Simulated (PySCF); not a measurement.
BiF3 (charge +2)

| atom | x (Å) | y (Å) | z (Å) |
| --- | --- | --- | --- |
| Bi | 0.3093 | 0.0000 | 0.0000 |
| F | -0.6066 | 0.0000 | 1.7724 |
| F | -0.6066 | 0.0000 | -1.7724 |
| F | 2.3045 | 0.0000 | 0.0000 |

Core potentials replace the inner electrons of Bi.

Computed with PySCF 2.14.0, RKS TPSS, Bi def2-SVP with ECP60, F def2-SVP; non-relativistic Hamiltonian with scalar-relativistic core potentials where named; density fitting.

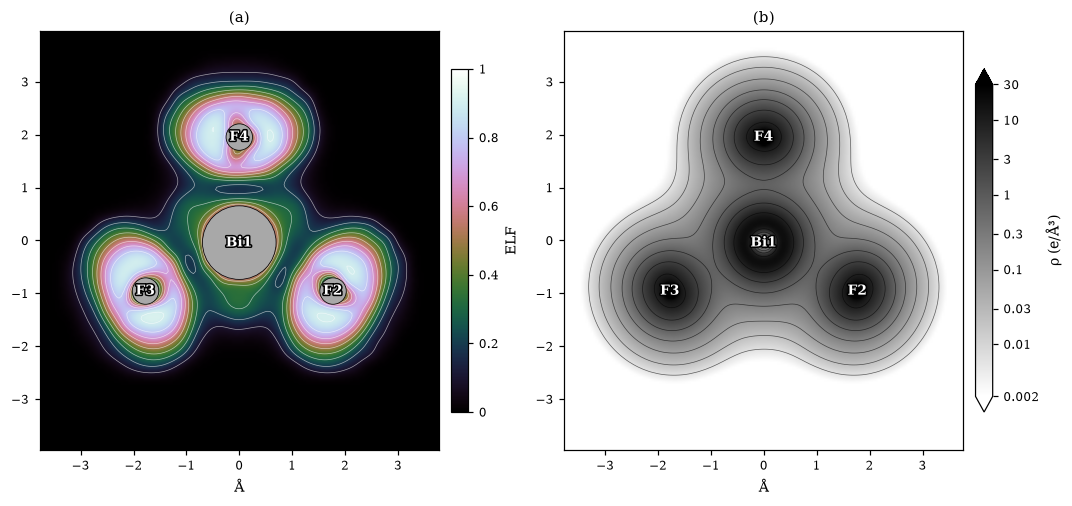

Figure 1. (a) electron localisation function; (b) electron density on the molecular plane. Grey discs cover the atomic cores in the ELF map.

Q: Read the bonding off the picture.

A: The section cuts through Bi and F sites.
Bi–F (2.00 Å): ρ is about 0.82 e/Å³ halfway, with its minimum of 0.73 e/Å³ about 1.1 Å from Bi; the ELF is about 0.20 at the midpoint.
The ELF also peaks beside F3, F2 and F4, away from the bonds: lone-pair regions.

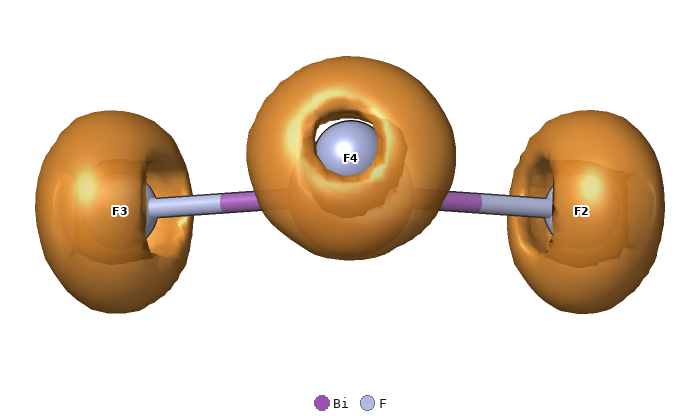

Figure 2. Isosurface of the electron localisation function at 0.8 (orange), seen from one side. Only the valence region is drawn (cores and ρ < 0.01 e/Å³ removed).

Q: Describe the localisation domains.

A: The surface consists of three regions wrapped around F (the valence shell of each).

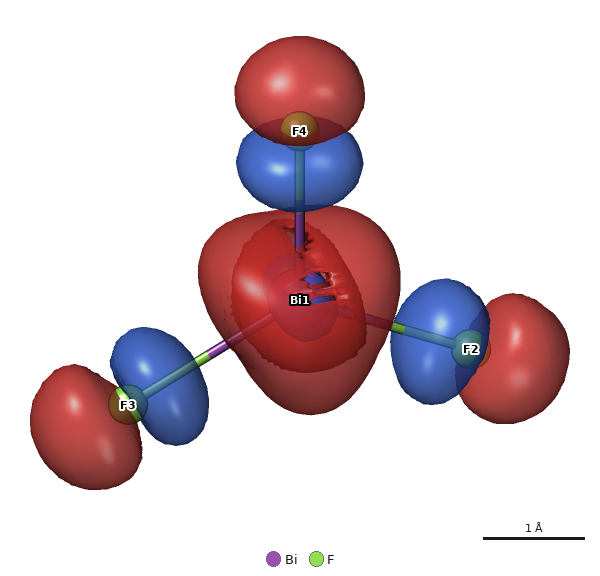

Figure 3. The LUMO at ±0.15 Å⁻³ᐟ² (red and blue are the two phases), seen at a tilt.

Q: What is the character of this orbital?

A: Its weight (Hirshfeld) is mainly on F2 (about 25 %), F3 (about 25 %), Bi1 (about 25 %) and F4 (about 25 %); it is symmetric in the molecular plane (an in-plane orbital: σ, lone-pair or in-plane π type). Its energy is −22.35 eV.
